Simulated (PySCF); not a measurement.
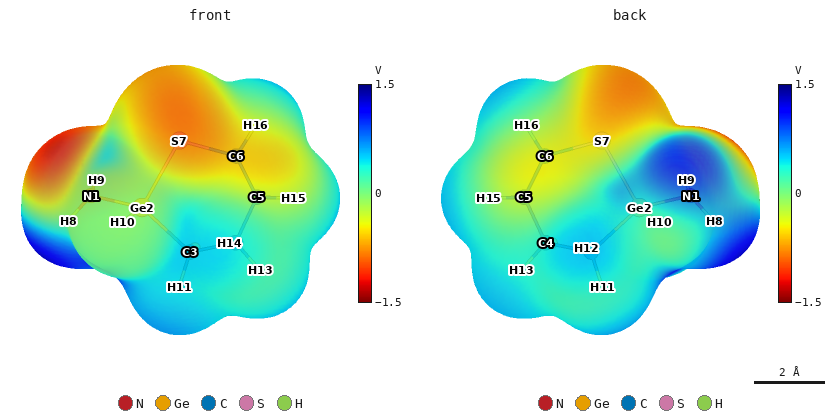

Figure 1: C4H9GeNS. The electrostatic potential painted on the density surface at 0.001 e/bohr³, seen from the front and from behind; red is negative and blue positive.

Geometry: GFN2-xTB.

All numbers below come from B3LYP/def2-SVPD, SCF density, gas phase (PySCF).

```yaml
atoms:
  - { symbol: N, position_ang: [2.8816, 0.6161, -0.0319] }
  - { symbol: Ge, position_ang: [1.2317, 0.2101, -0.6794] }
  - { symbol: C, position_ang: [0.1006, -1.1706, 0.2296] }
  - { symbol: C, position_ang: [-1.3614, -0.9615, -0.1661] }
  - { symbol: C, position_ang: [-1.9355, 0.3072, 0.3900] }
  - { symbol: C, position_ang: [-1.4241, 1.5267, 0.2952] }
  - { symbol: S, position_ang: [0.0455, 2.0816, -0.5073] }
  - { symbol: H, position_ang: [3.5989, -0.0899, -0.0982] }
  - { symbol: H, position_ang: [2.9297, 1.0502, 0.8789] }
  - { symbol: H, position_ang: [1.4928, -0.1400, -2.1364] }
  - { symbol: H, position_ang: [0.4244, -2.1692, -0.0629] }
  - { symbol: H, position_ang: [0.2100, -1.0890, 1.3126] }
  - { symbol: H, position_ang: [-1.9584, -1.8087, 0.1795] }
  - { symbol: H, position_ang: [-1.4312, -0.9347, -1.2608] }
  - { symbol: H, position_ang: [-2.8725, 0.2083, 0.9220] }
  - { symbol: H, position_ang: [-1.9399, 2.3725, 0.7240] }
```

### Where is the surface potential most negative and most positive?

The most negative region (about −1.2 V, or −28 kcal/mol for a unit charge) lies over N1, the most positive (about +1.2 V, or +28 kcal/mol for a unit charge) over H8. N1 is the likeliest acceptor of a hydrogen bond.

### How polar is the molecule by this calculation?

Its dipole moment is 2.76 D.
